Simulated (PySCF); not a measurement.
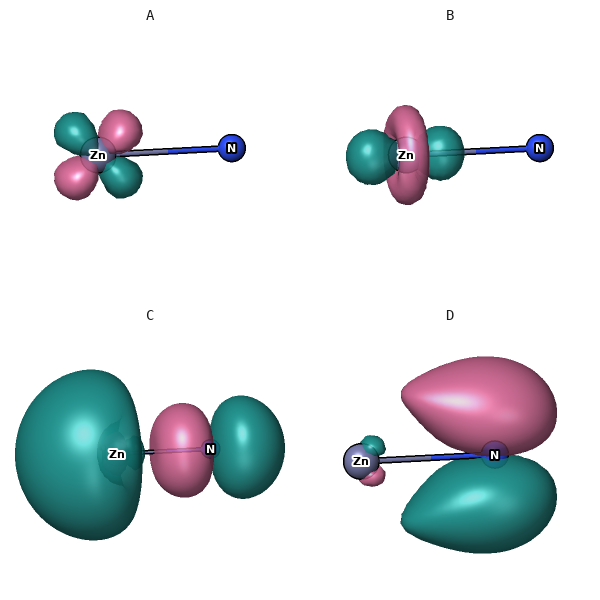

ZnN (quartet). Four frontier β-spin orbitals, each drawn at the value that holds 80 % of its norm (teal and pink are the two phases), in no order; of a degenerate pair one member is drawn.

All numbers below come from PBE0/x2c-SVPall, spin-free X2C-1e, Gaussian nucleus, at a bond length of 2.111 Å (PySCF).

### Label each orbital by symmetry, say whether it is occupied, and order them by energy.

Orbital A: π, occupied in this spin, −13.72 eV; almost wholly on Zn.
Orbital B: σ, occupied in this spin, −13.50 eV; mainly on Zn (95 %).
Orbital C: σ, empty in this spin, −2.49 eV; shared between the atoms (Zn 60 %, N 40 %).
Orbital D: π, empty in this spin, −1.95 eV; mainly on N (85 %).
